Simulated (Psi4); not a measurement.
**CH$_{5}$Ga (charge −1): energy and gradient calculation (part 2 of 2)**

The same run, continued: CH$_{5}$Ga, charge −1, multiplicity 2; wB97X/def2-SVPD, UKS (Psi4 1.11). The geometry is that of the parent species in another charge or spin state. The geometry comes from this level: PBE0-D4/def2-TZVP.

Geometry of the input (Å):
```
C  -0.6324  -0.4560  -0.4594
Ga 0.7570  0.5070  0.5447
H  -1.1778  0.2603  -1.0836
H  -0.2165  -1.2210  -1.1159
H  -1.3621  -0.9137  0.2117
H  0.3743  1.3283  1.8324
H  2.2575  0.4950  0.0701
```

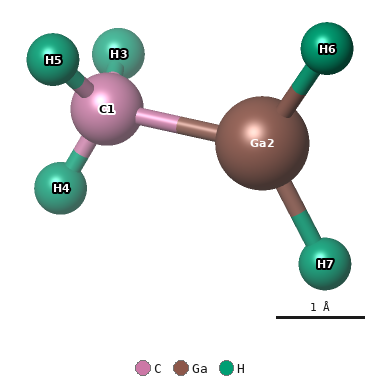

Fig. 1: The structure as given in the input (ball-and-stick view, seen at a tilt; atoms are numbered from 1 in the order of the input). Sticks mark near contacts.

### Log, continued
```
  @UKS Final Energy: -1965.68697379939090

   => Energetics <=

    Nuclear Repulsion Energy =            102.8407997654134931
    One-Electron Energy =               -2951.8885048945544440
    Two-Electron Energy =                 947.3783154070781620
    DFT Exchange-Correlation Energy =     -64.0175840773281237
    Empirical Dispersion Energy =           0.0000000000000000
    VV10 Nonlocal Energy =                  0.0000000000000000
    Total Energy =                      -1965.6869737993908984

  UHF NO Occupations:
  HONO-2 :   20  A 1.9998735
  HONO-1 :   21  A 1.9991705
  HONO-0 :   22  A 1.0000000
  LUNO+0 :   23  A 0.0008295
  LUNO+1 :   24  A 0.0001265
  LUNO+2 :   25  A 0.0000909
  LUNO+3 :   26  A 0.0000633

Computation Completed

Properties will be evaluated at   0.000000,   0.000000,   0.000000 [a0]

Properties computed using the SCF density matrix

 Multipole Moments:

 ------------------------------------------------------------------------------------
     Multipole            Electronic (a.u.)      Nuclear  (a.u.)        Total (a.u.)
 ------------------------------------------------------------------------------------

 L = 1.  Multiply by 2.5417464519 to convert [e a0] to [Debye]
 Dipole X            :        -38.5673537           36.9403663           -1.6269874
 Dipole Y            :        -25.4278609           24.4339698           -0.9938911
 Dipole Z            :        -27.7326708           26.5393137           -1.1933571
 Magnitude           :                                                    2.2492240

 ------------------------------------------------------------------------------------

	total time  =         42 seconds =       0.70 minutes

         ------------------------------------------------------------
                                   SCF GRAD
         ------------------------------------------------------------

  ==> Geometry <==

    Molecular point group: c1
    Full point group: C1

    Geometry (in Angstrom), charge = -1, multiplicity = 2:

       Center              X                  Y                   Z               Mass
    ------------   -----------------  -----------------  -----------------  -----------------
         C           -0.632400000000    -0.456000000000    -0.459400000000    12.000000000000
         GA           0.757000000000     0.507000000000     0.544700000000    68.925573500000
         H           -1.177800000000     0.260300000000    -1.083600000000     1.007825032230
         H           -0.216500000000    -1.221000000000    -1.115900000000     1.007825032230
         H           -1.362100000000    -0.913700000000     0.211700000000     1.007825032230
         H            0.374300000000     1.328300000000     1.832400000000     1.007825032230
         H            2.257500000000     0.495000000000     0.070100000000     1.007825032230

  Nuclear repulsion =  102.840799765413493

  ==> Basis Set <==

  Basis Set: DEF2-SVPD
    Blend: DEF2-SVPD
    Number of shells: 42
    Number of basis functions: 98
    Number of Cartesian functions: 104
    Spherical Harmonics?: true
    Max angular momentum: 2

  ==> DirectJKGrad: Integral-Direct SCF Gradients <==

    Gradient:                    1
    J tasked:                  Yes
    K tasked:                  Yes
    wK tasked:                 Yes
    Omega:               3.000E-01
    Integrals threads:           1
    Schwarz Cutoff:          1E-12

  ==> DFT Potential <==

   => LibXC <=

    Version 7.1.2

   => Composite Functional: WB97X <=

    wB97X Hyb-GGA Exchange-Correlation Functional

    Deriv               =              1
    GGA                 =           TRUE
    Meta                =          FALSE

    Exchange Hybrid     =           TRUE
    MP2 Hybrid          =          FALSE

   => Exchange-Correlation Functionals <=

    1.0000   wB97X range-separated functional

   => Exact (HF) Exchange <=

    0.8423            HF,LR [omega = 0.3000]
    0.1577               HF

   => LibXC Density Thresholds  <==

    XC_HYB_GGA_XC_WB97X:  1.00E-14

   => Molecular Quadrature <=

    Radial Scheme          =       TREUTLER
    Pruning Scheme         =           NONE
    Nuclear Scheme         =       TREUTLER

    Blocking Scheme        =         OCTREE
    BS radius alpha        =              1
    Pruning alpha          =              1
    Radial Points          =             99
    Spherical Points       =            590
    Total Points           =         392112
    Total Blocks           =           2825
    Max Points             =            256
    Max Functions          =             98
    Weights Tolerance      =       1.00E-15

  -Total Gradient:
     Atom            X                  Y                   Z
    ------   -----------------  -----------------  -----------------
       1        0.005652851525    -0.005007251900     0.003358869069
       2       -0.010809812362    -0.002544588718    -0.008431483922
       3        0.004522806692    -0.000804237458     0.005016640389
       4       -0.002059064736     0.006229095818     0.003840418281
       5        0.004284000694     0.004984591613    -0.003194052216
       6        0.002104203187    -0.002644628994    -0.002915470380
       7       -0.003596793175    -0.000144627273     0.002397209644

	total time  =         11 seconds =       0.18 minutes

Properties will be evaluated at   0.000000,   0.000000,   0.000000 [a0]

Properties computed using the WB97X density matrix

 Multipole Moments:

 ------------------------------------------------------------------------------------
     Multipole            Electronic (a.u.)      Nuclear  (a.u.)        Total (a.u.)
 ------------------------------------------------------------------------------------

 L = 1.  Multiply by 2.5417464519 to convert [e a0] to [Debye]
 Dipole X            :        -38.5673537           36.9403663           -1.6269874
 Dipole Y            :        -25.4278609           24.4339698           -0.9938911
 Dipole Z            :        -27.7326708           26.5393137           -1.1933571
 Magnitude           :                                                    2.2492240

 ------------------------------------------------------------------------------------
  Lowdin Charges: (a.u.)
   Center  Symbol    Alpha    Beta     Spin     Total
       1     C     3.09146  2.99685  0.09461 -0.08831
       2    GA    15.86485 15.19243  0.67241 -0.05728
       3     H     0.58378  0.55805  0.02572 -0.14183
       4     H     0.56675  0.56274  0.00400 -0.12949
       5     H     0.57178  0.56111  0.01068 -0.13289
       6     H     0.65999  0.56443  0.09556 -0.22442
       7     H     0.66139  0.56438  0.09701 -0.22577

  Total alpha = 22.00000, Total beta = 21.00000, Total charge = -1.00000

  Mayer Bond Indices:

  Total Bond Index:
  Irrep: 1 Size: 7 x 7

                 1                   2                   3                   4                   5

    1     0.00000000000000     0.85939708748283     0.98302112660279     1.00417073779823     0.99687863002261
    2     0.85939708748283     0.00000000000000     0.03777286569520     0.03083066904171     0.03346952111798
    3     0.98302112660279     0.03777286569520     0.00000000000000     0.08450789545601     0.08922931099364
    4     1.00417073779823     0.03083066904171     0.08450789545601     0.00000000000000     0.07707121916159
    5     0.99687863002261     0.03346952111798     0.08922931099364     0.07707121916159     0.00000000000000
    6     0.02406822622698     0.88864439735925    -0.00185609731162     0.00192877813739    -0.00524187486403
    7     0.02704585457399     0.87063298305711     0.00002563077843    -0.00501602167984     0.00112092686241

                 6                   7

    1     0.02406822622698     0.02704585457399
    2     0.88864439735925     0.87063298305711
    3    -0.00185609731162     0.00002563077843
    4     0.00192877813739    -0.00501602167984
    5    -0.00524187486403     0.00112092686241
    6     0.00000000000000     0.00674297161976
    7     0.00674297161976     0.00000000000000

  Alpha Contribution:
  Irrep: 1 Size: 7 x 7

                 1                   2                   3                   4                   5

    1     0.00000000000000     0.40741433105413     0.49289153212840     0.50397072940930     0.50025364347927
    2     0.40741433105413     0.00000000000000     0.00889664803567     0.01632056642667     0.01462510852674
    3     0.49289153212840     0.00889664803567     0.00000000000000     0.04189558939747     0.04342473086744
    4     0.50397072940930     0.01632056642667     0.04189558939747     0.00000000000000     0.03979204189329
    5     0.50025364347927     0.01462510852674     0.04342473086744     0.03979204189329     0.00000000000000
    6     0.01416979040252     0.45825478429323    -0.00060731323712     0.00076184663692    -0.00223477698591
    7     0.01607321000959     0.44279310648842    -0.00019156365329    -0.00231017323416    -0.00000056285330

                 6                   7

    1     0.01416979040252     0.01607321000959
    2     0.45825478429323     0.44279310648842
    3    -0.00060731323712    -0.00019156365329
    4     0.00076184663692    -0.00231017323416
    5    -0.00223477698591    -0.00000056285330
    6     0.00000000000000     0.00567739415450
    7     0.00567739415450     0.00000000000000

  Beta Contribution:
  Irrep: 1 Size: 7 x 7

                 1                   2                   3                   4                   5

    1     0.00000000000000     0.45198275642870     0.49012959447439     0.50020000838894     0.49662498654334
    2     0.45198275642870     0.00000000000000     0.02887621765953     0.01451010261504     0.01884441259124
    3     0.49012959447439     0.02887621765953     0.00000000000000     0.04261230605854     0.04580458012620
    4     0.50020000838894     0.01451010261504     0.04261230605854     0.00000000000000     0.03727917726830
    5     0.49662498654334     0.01884441259124     0.04580458012620     0.03727917726830     0.00000000000000
    6     0.00989843582447     0.43038961306602    -0.00124878407450     0.00116693150047    -0.00300709787812
    7     0.01097264456439     0.42783987656868     0.00021719443172    -0.00270584844568     0.00112148971570

                 6                   7

    1     0.00989843582447     0.01097264456439
    2     0.43038961306602     0.42783987656868
    3    -0.00124878407450     0.00021719443172
    4     0.00116693150047    -0.00270584844568
    5    -0.00300709787812     0.00112148971570
    6     0.00000000000000     0.00106557746526
    7     0.00106557746526     0.00000000000000

  Atomic Valences:

 #  #
 Irrep: 1
      1:    3.894581662707434
      2:    2.720747523754074
      3:    1.192700732214449
      4:    1.193493277915099
      5:    1.192527733294201
      6:    0.914286401167728
      7:    0.900552345211844
```

### Standard output
```
gradient / Eh bohr^-1
[[ 0.005653 -0.005007  0.003359]
 [-0.01081  -0.002545 -0.008431]
 [ 0.004523 -0.000804  0.005017]
 [-0.002059  0.006229  0.00384 ]
 [ 0.004284  0.004985 -0.003194]
 [ 0.002104 -0.002645 -0.002915]
 [-0.003597 -0.000145  0.002397]]
energy = -1965.6869737994 Eh
```

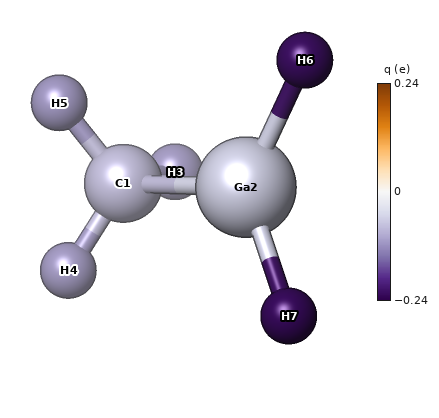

Fig. 2: Löwdin charges, as the colour of each atom (ball-and-stick view, seen at a tilt; atoms are numbered from 1 in the order of the input). By element: C −0.09, Ga −0.06 and H −0.23 to −0.13 e.
